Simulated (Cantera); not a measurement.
A closed system holds: 1 mol NaCl, 3.8 mol N2, held at 10000 Pa.

Equilibrium computed with Cantera from the NASA thermochemical tables; the gas is ideal and each condensed phase is pure. Candidate condensed phases: Na, NaCl; 8 gas species. Equilibrium is a limit: real reactors are often held back by kinetics, nucleation or transport.

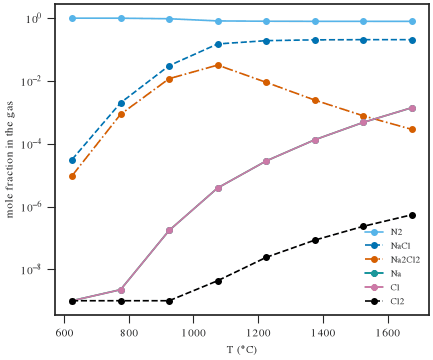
Figure: Equilibrium gas composition (values under 1e-9 drawn at 1e-9)

Q: Read off the mole fractions at 925 °C.

A: N2 about 0.96, NaCl about 0.031, Na2Cl2 about 0.012, Na about 1.7e-7, Cl about 1.7e-7.
